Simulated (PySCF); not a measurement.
# BSe⁻ with other numerical set-ups

Aim: see how much the energy and properties of BSe⁻ depend on the numerical set-up.

Computed with PySCF 2.14.0. Level: method and basis as typed in the scripts.

## (1) Starting geometry

BSe⁻: 2 atoms, charge -1, spin multiplicity 1.

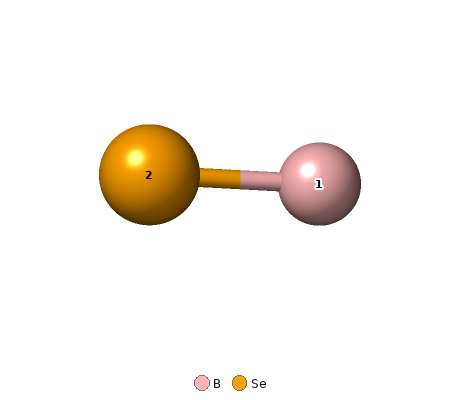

The starting geometry (boron pink, selenium orange); atoms are numbered from 1 in the order of the file.

## (2) The base run

input.py

```python
from pyscf import gto, scf, mp

mol = gto.M(
    atom='B 0 0 0; Se 0 0 1.827',
    basis='def2-svp',
    charge=-1,
    spin=0,
    verbose=4,
)
mf = scf.RHF(mol)
mf.kernel()
mp.MP2(mf, frozen=10).kernel()
mf.dip_moment()
print('orbital energies (hartree):', mf.mo_energy[..., max(0, mol.nelec[1]-3):mol.nelec[0]+3].round(4))
```

Command:

```console
> python input.py
```

The log of this run is left out.

In short: E(SCF) = -2424.193764 Eh, 10 cycles, E(MP2) − E(SCF) = -0.30454 Eh.

The bond length is a typed value, not an optimised one. The dipole of an ion depends on the origin.

## (3) Jorge-dzp

Run 1 changes basis set: def2-svp → jorge-dzp.

input.py, as its differences from that of step 2:

```diff
@@ -4,3 +4,3 @@
     atom='B 0 0 0; Se 0 0 1.827',
-    basis='def2-svp',
+    basis='jorge-dzp',
     charge=-1,
```

Command:

```console
> python input.py
```

Output, shortened:

```text
[lines on the frontier levels of each cycle are left out]
PySCF version 2.14.0

[INPUT] verbose = 4
[INPUT] num. atoms = 2
[INPUT] num. electrons = 40
[INPUT] charge = -1
[INPUT] spin (= nelec alpha-beta = 2S) = 0
[INPUT] symmetry False subgroup None
[INPUT] Mole.unit = angstrom
[INPUT] Symbol           X                Y                Z      unit          X                Y                Z       unit  Magmom
[INPUT]  1 B      0.000000000000   0.000000000000   0.000000000000 AA    0.000000000000   0.000000000000   0.000000000000 Bohr   0.0
[INPUT]  2 Se     0.000000000000   0.000000000000   1.827000000000 AA    0.000000000000   0.000000000000   3.452529629580 Bohr   0.0

nuclear repulsion = 49.2392588157635
number of shells = 24
number of NR pGTOs = 112
number of NR cGTOs = 58
basis = jorge-dzp
ecp = {}

******** <class 'pyscf.scf.hf.RHF'> ********
method = RHF
initial guess = minao
damping factor = 0
level_shift factor = 0
DIIS = <class 'pyscf.scf.diis.CDIIS'>
diis_start_cycle = 1
diis_space = 8
diis_damp = 0
SCF conv_tol = 1e-09
SCF conv_tol_grad = None
SCF max_cycles = 50
direct_scf = True
direct_scf_tol = 1e-13
Set gradient conv threshold to 3.16228e-05
Initial guess from minao.
init E= -2420.33850948177
cycle= 1 E= -2424.38565779197  delta_E= -4.05  |g|= 0.947  |ddm|= 1.81
cycle= 2 E= -2424.42201891767  delta_E= -0.0364  |g|= 0.179  |ddm|= 0.86
cycle= 3 E= -2424.4293829318  delta_E= -0.00736  |g|= 0.0791  |ddm|= 0.316
cycle= 4 E= -2424.43102412184  delta_E= -0.00164  |g|= 0.0199  |ddm|= 0.127
cycle= 5 E= -2424.43118065326  delta_E= -0.000157  |g|= 0.0066  |ddm|= 0.0442
cycle= 6 E= -2424.43121895866  delta_E= -3.83e-05  |g|= 0.00192  |ddm|= 0.0303
cycle= 7 E= -2424.43122115796  delta_E= -2.2e-06  |g|= 0.000699  |ddm|= 0.00612
cycle= 8 E= -2424.43122151816  delta_E= -3.6e-07  |g|= 0.000105  |ddm|= 0.00279
cycle= 9 E= -2424.43122152967  delta_E= -1.15e-08  |g|= 1.46e-05  |ddm|= 0.0005
cycle= 10 E= -2424.43122152984  delta_E= -1.73e-10  |g|= 2.72e-06  |ddm|= 7.25e-05
Extra cycle  E= -2424.43122152985  delta_E= -8.64e-12  |g|= 9.6e-07  |ddm|= 1.38e-05
converged SCF energy = -2424.43122152985

******** <class 'pyscf.mp.mp2.RMP2'> ********
nocc = 10, nmo = 48
frozen orbitals 10
E(RMP2) = -2424.85342365673  E_corr = -0.42220212688007
E(SCS-RMP2) = -2424.8113017118  E_corr = -0.380080181946896
E_corr(same-spin) = -0.146033504202909
E_corr(oppo-spin) = -0.276168622677161

WARN: System has nonzero charge -1; the dipole moment is origin-dependent.
Location of origin: [0. 0. 0.]

Dipole moment(X, Y, Z, Debye): -0.00000, -0.00000, -3.31406
orbital energies (hartree): [-0.1303 -0.1303 -0.0926  0.3099  0.3099  0.4324]
```

It took 1.5 s on 1 thread, shared host.

Outcome: E(SCF) = -2424.431222 Eh (-6.4615 eV from the base), 10 cycles, E(MP2) − E(SCF) = -0.42220 Eh.

## (4) Density fitting def2-universal-jkfit

Run 2 changes density fitting: none → def2-universal-jkfit.

input.py, as its differences from that of step 2:

```diff
@@ -10,2 +10,3 @@
 mf = scf.RHF(mol)
+mf = mf.density_fit(auxbasis='def2-universal-jkfit')
 mf.kernel()
```

Command:

```console
> python input.py
```

Output, shortened:

```text
[lines on the frontier levels of each cycle are left out]
[... 14 set-up lines left out, the same as in an earlier log ...]
number of shells = 18
number of NR pGTOs = 98
number of NR cGTOs = 46
basis = def2-svp
[... 2 set-up lines left out, the same as in an earlier log ...]
******** <class 'pyscf.df.df_jk.DFRHF'> ********
method = DFRHF
[... 10 set-up lines left out, the same as in an earlier log ...]
direct_scf = False
[... 2 set-up lines left out, the same as in an earlier log ...]
******** <class 'pyscf.df.df.DF'> ********
auxbasis = def2-universal-jkfit
init E= -2423.24962674578
cycle= 1 E= -2424.1461114421  delta_E= -0.896  |g|= 0.315  |ddm|= 1.67
cycle= 2 E= -2424.17998554891  delta_E= -0.0339  |g|= 0.224  |ddm|= 0.886
cycle= 3 E= -2424.19261191089  delta_E= -0.0126  |g|= 0.0358  |ddm|= 0.288
cycle= 4 E= -2424.19357061544  delta_E= -0.000959  |g|= 0.0119  |ddm|= 0.111
cycle= 5 E= -2424.1937090421  delta_E= -0.000138  |g|= 0.00287  |ddm|= 0.0502
cycle= 6 E= -2424.19371702762  delta_E= -7.99e-06  |g|= 0.00101  |ddm|= 0.0092
cycle= 7 E= -2424.19371808103  delta_E= -1.05e-06  |g|= 0.000386  |ddm|= 0.00326
cycle= 8 E= -2424.19371820236  delta_E= -1.21e-07  |g|= 5.55e-05  |ddm|= 0.00146
cycle= 9 E= -2424.19371820547  delta_E= -3.11e-09  |g|= 1.03e-05  |ddm|= 0.000328
cycle= 10 E= -2424.19371820557  delta_E= -1.06e-10  |g|= 1.2e-06  |ddm|= 9.25e-05
Extra cycle  E= -2424.19371820557  delta_E= -3.64e-12  |g|= 4.71e-07  |ddm|= 7.25e-06
converged SCF energy = -2424.19371820557

******** <class 'pyscf.mp.dfmp2.DFRMP2'> ********
nocc = 10, nmo = 36
frozen orbitals 10
E(DFRMP2) = -2424.49825436643  E_corr = -0.30453616085723
E(SCS-DFRMP2) = -2424.47932380249  E_corr = -0.285605596910859
E_corr(same-spin) = -0.0921205339820964
E_corr(oppo-spin) = -0.212415626875134

WARN: System has nonzero charge -1; the dipole moment is origin-dependent.
Location of origin: [0. 0. 0.]

Dipole moment(X, Y, Z, Debye):  0.00000,  0.00000, -3.19733
orbital energies (hartree): [-0.1341 -0.1341 -0.0968  0.3108  0.3108  0.4787]
```

It took 1.1 s on 1 thread, shared host.

Outcome: E(SCF) = -2424.193718 Eh (+0.0012 eV from the base), 10 cycles, E(MP2) − E(SCF) = -0.30454 Eh.

## (5) Pcseg-1

Run 3 changes basis set: def2-svp → pcseg-1.

input.py, as its differences from that of step 2:

```diff
@@ -4,3 +4,3 @@
     atom='B 0 0 0; Se 0 0 1.827',
-    basis='def2-svp',
+    basis='pcseg-1',
     charge=-1,
```

Command:

```console
> python input.py
```

Output, shortened:

```text
[lines on the frontier levels of each cycle are left out]
[... 14 set-up lines left out, the same as in an earlier log ...]
number of shells = 6
number of NR pGTOs = 107
number of NR cGTOs = 41
basis = pcseg-1
[... 18 set-up lines left out, the same as in an earlier log ...]
init E= -2423.21262947116
cycle= 1 E= -2424.14949517496  delta_E= -0.937  |g|= 0.313  |ddm|= 1.84
cycle= 2 E= -2424.18254099026  delta_E= -0.033  |g|= 0.191  |ddm|= 0.897
cycle= 3 E= -2424.19483610264  delta_E= -0.0123  |g|= 0.0319  |ddm|= 0.288
cycle= 4 E= -2424.19567641449  delta_E= -0.00084  |g|= 0.01  |ddm|= 0.12
cycle= 5 E= -2424.19575744852  delta_E= -8.1e-05  |g|= 0.0035  |ddm|= 0.0337
cycle= 6 E= -2424.19576863651  delta_E= -1.12e-05  |g|= 0.00109  |ddm|= 0.0118
cycle= 7 E= -2424.19577014159  delta_E= -1.51e-06  |g|= 0.000174  |ddm|= 0.00478
cycle= 8 E= -2424.19577017161  delta_E= -3e-08  |g|= 1.84e-05  |ddm|= 0.00077
cycle= 9 E= -2424.19577017189  delta_E= -2.81e-10  |g|= 2.37e-06  |ddm|= 0.000121
Extra cycle  E= -2424.19577017189  delta_E= 2.27e-12  |g|= 9.75e-07  |ddm|= 1.46e-05
converged SCF energy = -2424.19577017189

******** <class 'pyscf.mp.mp2.RMP2'> ********
nocc = 10, nmo = 31
frozen orbitals 10
E(RMP2) = -2424.38417482569  E_corr = -0.188404653797955
E(SCS-RMP2) = -2424.37777518261  E_corr = -0.1820050107173
E_corr(same-spin) = -0.0508622005848995
E_corr(oppo-spin) = -0.137542453213055

WARN: System has nonzero charge -1; the dipole moment is origin-dependent.
Location of origin: [0. 0. 0.]

Dipole moment(X, Y, Z, Debye):  0.00000, -0.00000, -3.46791
orbital energies (hartree): [-0.1361 -0.1361 -0.0986  0.3043  0.3043  0.4449]
```

Run time: 1.3 s. Hardware: 1 thread, shared host.

Result: E(SCF) = -2424.195770 Eh (-0.0546 eV from the base), 9 cycles, E(MP2) − E(SCF) = -0.18840 Eh.

## (6) Sbkjc (core potential on)

Run 4 changes basis set: def2-svp → sbkjc; core potential: off → on; frozen orbitals: 10 → none. The core potential changes with it: totals don't compare.

input.py, as its differences from that of step 2:

```diff
@@ -4,3 +4,4 @@
     atom='B 0 0 0; Se 0 0 1.827',
-    basis='def2-svp',
+    basis='sbkjc',
+    ecp={'B': 'sbkjc', 'Se': 'sbkjc'},
     charge=-1,
@@ -11,3 +12,3 @@
 mf.kernel()
-mp.MP2(mf, frozen=10).kernel()
+mp.MP2(mf).kernel()
 mf.dip_moment()
```

Command:

```console
> python input.py
```

Output, shortened:

```text
[lines on the frontier levels of each cycle are left out]
[... 4 set-up lines left out, the same as in an earlier log ...]
[INPUT] num. electrons = 10
[... 8 set-up lines left out, the same as in an earlier log ...]
nuclear repulsion = 5.21356858049261
number of shells = 8
number of NR pGTOs = 36
number of NR cGTOs = 16
basis = sbkjc
ecp = {'B': 'sbkjc', 'Se': 'sbkjc'}
[... 17 set-up lines left out, the same as in an earlier log ...]
init E= -11.1805992598159
cycle= 1 E= -11.7606457036953  delta_E= -0.58  |g|= 0.273  |ddm|= 2.98
cycle= 2 E= -11.7925597369009  delta_E= -0.0319  |g|= 0.167  |ddm|= 1.38
cycle= 3 E= -11.8040994298281  delta_E= -0.0115  |g|= 0.0217  |ddm|= 0.291
cycle= 4 E= -11.8045669133407  delta_E= -0.000467  |g|= 0.00439  |ddm|= 0.195
cycle= 5 E= -11.804591122453  delta_E= -2.42e-05  |g|= 0.00164  |ddm|= 0.0491
cycle= 6 E= -11.8045945973999  delta_E= -3.47e-06  |g|= 0.000368  |ddm|= 0.0207
cycle= 7 E= -11.8045947713883  delta_E= -1.74e-07  |g|= 4.8e-05  |ddm|= 0.00393
cycle= 8 E= -11.8045947729082  delta_E= -1.52e-09  |g|= 4.84e-06  |ddm|= 0.000212
cycle= 9 E= -11.8045947729392  delta_E= -3.1e-11  |g|= 7.78e-07  |ddm|= 7.74e-05
Extra cycle  E= -11.8045947729397  delta_E= -4.94e-13  |g|= 2.98e-07  |ddm|= 4.41e-06
converged SCF energy = -11.8045947729397

******** <class 'pyscf.mp.mp2.RMP2'> ********
nocc = 5, nmo = 16
E(RMP2) = -11.883604209648  E_corr = -0.0790094367083023
E(SCS-RMP2) = -11.883809325951  E_corr = -0.0792145530113854
E_corr(same-spin) = -0.0179962742752815
E_corr(oppo-spin) = -0.0610131624330207

WARN: System has nonzero charge -1; the dipole moment is origin-dependent.
Location of origin: [0. 0. 0.]

Dipole moment(X, Y, Z, Debye): -0.00000, -0.00000, -4.03530
orbital energies (hartree): [-0.1417 -0.1417 -0.1009  0.2863  0.2863  0.3684]
```

Wall time 1.1 s (1 thread, shared host).

Outcome: E(SCF) = -11.804595 Eh, 9 cycles, E(MP2) − E(SCF) = -0.07901 Eh.

## (7) All runs together

| run | E(SCF) (hartree) | from base (eV) | cycles | gap (eV) | functions | after the SCF |
| --- | --- | --- | --- | --- | --- | --- |
| base | -2424.193764 | 0 | 10 | 11.09 | 46 | MP2 correlation -8.287 eV, core frozen |
| jorge-dzp | -2424.431222 | -6.4615 | 10 | 10.95 | 58 | MP2 correlation -11.489 eV, core frozen |
| density fitting def2-universal-jkfit | -2424.193718 | +0.0012 | 10 | 11.09 | 46 | MP2 correlation -8.287 eV, core frozen |
| pcseg-1 | -2424.195770 | -0.0546 | 9 | 10.96 | 41 | MP2 correlation -5.127 eV, core frozen |
| sbkjc (core potential on) | -11.804595 | not comparable | 9 | 10.54 | 16 | MP2 correlation -2.150 eV |

Wall time on 1 thread, shared host, start-up included: base 1.3 s; jorge-dzp 1.5 s; density fitting def2-universal-jkfit 1.1 s; pcseg-1 1.3 s; sbkjc (core potential on) 1.1 s.

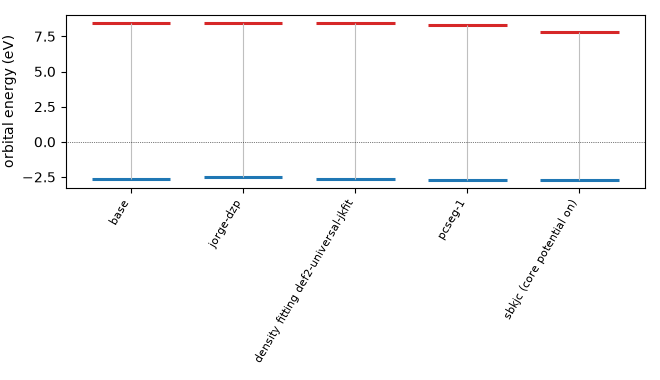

Frontier levels by run: filled blue, empty red.

**Reading.** Of the runs whose energies can be compared, “jorge-dzp” moves the SCF energy most (-6.462 eV). jorge-dzp (58 functions) gives an energy 6.46 eV lower than def2-svp (46). pcseg-1 (41 functions) gives an energy 0.05 eV lower than def2-svp (46); size alone doesn't order basis sets of different families.
